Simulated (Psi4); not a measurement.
# InCl2F (SMILES [F][In]([Cl])[Cl]) at wB97X-V/def2-SVP (core potential)

Aim: the vertical singlet–triplet gap of InCl2F at wB97X-V/def2-SVP (core potential), from 2 runs. 

The results are computed with Psi4 1.11.

6 further runs of the same task are left out: 4 that didn't finish, 2 set aside as unsound or not needed.

## Step 1: The molecule

The species is InCl2F (4 atoms), meant as a singlet with charge 0. As SMILES, `[F][In]([Cl])[Cl]`. The coordinates come from a PBE0-D4/def2-TZVP relaxation.

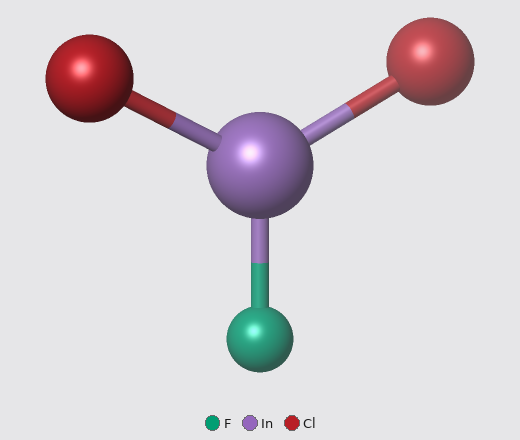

The structure, seen from a chosen angle (fluorine teal, indium purple, chlorine red).

## Step 2: The energy at wB97X-V/def2-SVP (core potential)

File calc.dat:

```
memory 2200 mb

molecule molecule1 {
  0 1
  F      0.230900     0.992100     1.678900
  In     0.019100     0.009200     0.035600
  Cl     1.200200    -1.933300    -0.195800
  Cl    -1.394700     0.871700    -1.539000
  symmetry c1
}

set {
  basis def2-SVP
  reference rks
  puream true
  e_convergence 1e-09
  d_convergence 1e-08
  scf_type pk
  dft_radial_points 99
  dft_spherical_points 590
}

e, wfn = energy('wb97x-v', return_wfn=True)
print_variables()
```

Command:

```bash
$ psi4 -i calc.dat -o calc.out -n 1
```

calc.out:

```text
[...]
    !!!  WARNING: ECP capability is in beta. Please check occupations closely.  !!!
[...]
  Running in c1 symmetry.
[...]
  Nuclear repulsion =  299.904224814640884
[...]
  Multiplicity = 1
[...]
  Nalpha       = 32
  Nbeta        = 32
[...]
    Number of basis functions: 76
[...]
   @RKS iter   1: -1209.80222115877223   -1.38886e+00   7.08401e-03 DIIS/ADIIS
[...]
   @RKS iter  12: -1209.93210004135722   -1.36424e-12   3.13656e-09 DIIS
[...]
    Orbital Energies [Eh]
    ---------------------
    Doubly Occupied:
       1A   -101.505541     2A   -101.505531     3A    -24.723694
       4A     -9.569367     5A     -9.569358     6A     -7.329475
       7A     -7.329464     8A     -7.322589     9A     -7.322578
      10A     -7.321965    11A     -7.321954    12A     -4.857067
      13A     -3.273090    14A     -3.264633    15A     -3.262246
      16A     -1.231696    17A     -0.993811    18A     -0.987549
      19A     -0.957204    20A     -0.955059    21A     -0.947913
      22A     -0.917675    23A     -0.911210    24A     -0.580476
      25A     -0.506347    26A     -0.502538    27A     -0.496024
      28A     -0.465736    29A     -0.452692    30A     -0.441987
      31A     -0.440454    32A     -0.436719
[...]
  @RKS Final Energy: -1209.93210004135722
   => Energetics <=
    Nuclear Repulsion Energy =            299.9042248146408838
    One-Electron Energy =               -2342.8154151108392398
    Two-Electron Energy =                 894.5049177643028315
    DFT Exchange-Correlation Energy =     -61.7844328397203455
    Empirical Dispersion Energy =           0.0000000000000000
    VV10 Nonlocal Energy =                  0.2586053302585850
    Total Energy =                      -1209.9321000413569891
[...]
 Multipole Moments:
 ------------------------------------------------------------------------------------
     Multipole            Electronic (a.u.)      Nuclear  (a.u.)        Total (a.u.)
 ------------------------------------------------------------------------------------
 L = 1.  Multiply by 2.5417464519 to convert [e a0] to [Debye]
 Dipole X            :          1.3953325           -1.4328123           -0.0374798
 Dipole Y            :          6.4763920           -6.6504950           -0.1741030
 Dipole Z            :         10.8322255          -11.1229823           -0.2907568
 Magnitude           :                                                    0.3409635
[...]
```

It took 51 s on 1 thread of Intel Xeon Platinum 8259CL at 2.50GHz (Skylake/Cascade Lake), shared host; peak memory 0.65 GiB.

## Step 3: The triplet

File input.json:

```json
{
  "schema_name": "qcschema_input",
  "schema_version": 1,
  "molecule": {
    "schema_name": "qcschema_molecule",
    "schema_version": 2,
    "symbols": ["F", "In", "Cl", "Cl"],
    "geometry": [0.43633776, 1.87479729, 3.17266119, 0.03609377, 0.01738548, 0.06727425, 2.26804929, -3.65340752, -0.37000838, -2.63560103, 1.64727426, -2.90828851],
    "molecular_charge": 0,
    "molecular_multiplicity": 3,
    "fix_symmetry": "c1"
  },
  "driver": "energy",
  "model": {
    "method": "wb97x-v",
    "basis": "def2-SVP"
  },
  "keywords": {
    "reference": "uks",
    "puream": true,
    "e_convergence": 1e-09,
    "d_convergence": 1e-08,
    "scf_type": "pk",
    "dft_radial_points": 99,
    "dft_spherical_points": 590,
    "maxiter": 100
  }
}
```

Command:

```bash
$ psi4 --qcschema input.json -n 1 --memory 2200MB
```

stdout:

```text
[...]
    !!!  WARNING: ECP capability is in beta. Please check occupations closely.  !!!
[...]
  Running in c1 symmetry.
[...]
  Nuclear repulsion =  299.904224818262151
[...]
  Multiplicity = 3
[...]
  Nalpha       = 33
  Nbeta        = 31
[...]
    Number of basis functions: 76
[...]
   @UKS iter   1: -1209.58460115553112   -1.15120e+00   7.45549e-03 DIIS/ADIIS
[...]
   @UKS iter  57: -1209.72589270090180    2.27374e-13   7.03101e-09 DIIS
[...]
   @S^2 Observed:                2.009858055E+00
[...]
    Orbital Energies [Eh]
    ---------------------
    Alpha Occupied:
       1A   -101.546571     2A   -101.541549     3A    -24.675060
       4A     -9.611766     5A     -9.606749     6A     -7.376548
       7A     -7.371248     8A     -7.365478     9A     -7.362457
      10A     -7.360500    11A     -7.357577    12A     -4.803441
      13A     -3.215005    14A     -3.214026    15A     -3.208587
      16A     -1.189252    17A     -1.012413    18A     -1.005718
      19A     -0.904928    20A     -0.899192    21A     -0.897551
      22A     -0.894758    23A     -0.894615    24A     -0.590649
      25A     -0.525794    26A     -0.516236    27A     -0.497722
      28A     -0.488543    29A     -0.473770    30A     -0.470483
      31A     -0.447363    32A     -0.445165    33A     -0.238910
[...]
  @UKS Final Energy: -1209.72589270090180
   => Energetics <=
    Nuclear Repulsion Energy =            299.9042248182621506
    One-Electron Energy =               -2342.9463926550661199
    Two-Electron Energy =                 894.8284882228754213
    DFT Exchange-Correlation Energy =     -61.7700624129638882
    Empirical Dispersion Energy =           0.0000000000000000
    VV10 Nonlocal Energy =                  0.2578493259904927
    Total Energy =                      -1209.7258927009017953
[...]
 Multipole Moments:
 ------------------------------------------------------------------------------------
     Multipole            Electronic (a.u.)      Nuclear  (a.u.)        Total (a.u.)
 ------------------------------------------------------------------------------------
 L = 1.  Multiply by 2.5417464519 to convert [e a0] to [Debye]
 Dipole X            :          1.2875644           -1.4328124           -0.1452480
 Dipole Y            :          6.1705350           -6.6504950           -0.4799600
 Dipole Z            :         10.2413643          -11.1229823           -0.8816180
 Magnitude           :                                                    1.0142528
[...]
```

The result, in JSON:

```text
{
 "driver": "energy",
 "model": {
  "method": "wb97x-v",
  "basis": "def2-SVP"
 },
 "success": true,
 "return_result": -1209.7258927009018,
 "properties": {
  "calcinfo_nbasis": 76,
  "calcinfo_nmo": 76,
  "calcinfo_nalpha": 33,
  "calcinfo_nbeta": 31,
  "calcinfo_natom": 4,
  "nuclear_repulsion_energy": 299.90422481826215,
  "return_energy": -1209.7258927009018,
  "scf_one_electron_energy": -2342.946392655066,
  "scf_two_electron_energy": 894.8284882228754,
  "scf_vv10_energy": 0.25784932599049265,
  "scf_xc_energy": -61.77006241296389,
  "scf_dipole_moment": [-0.14524800611094135, -0.47996002602971544, -0.8816179610422807],
  "scf_total_energy": -1209.7258927009018,
  "scf_iterations": 57
 }
}
```

Wall time 3.8 min (1 thread of Intel Xeon Platinum 8259CL at 2.50GHz (Skylake/Cascade Lake), shared host); peak memory 0.66 GiB.

## Step 4: Outcome

Level: wB97X-V/def2-SVP (core potential).

```
                                        quantity           value
                           singlet: total energy  -1209.93210 Eh
                          singlet: dipole moment          0.87 D
                            singlet: HOMO energy       -11.88 eV
                            singlet: LUMO energy        -0.70 eV
                          singlet: HOMO–LUMO gap        11.18 eV
                           triplet: total energy  -1209.72589 Eh
                          triplet: dipole moment          2.58 D
     triplet: HOMO energy (highest over α and β)        -6.50 eV
      triplet: LUMO energy (lowest over α and β)        -6.45 eV
                                   triplet: ⟨S²⟩           2.010
vertical energy of the triplet above the singlet        5.611 eV
```

What this shows: At this shape the triplet lies 5.61 eV (129 kcal/mol) above the singlet.
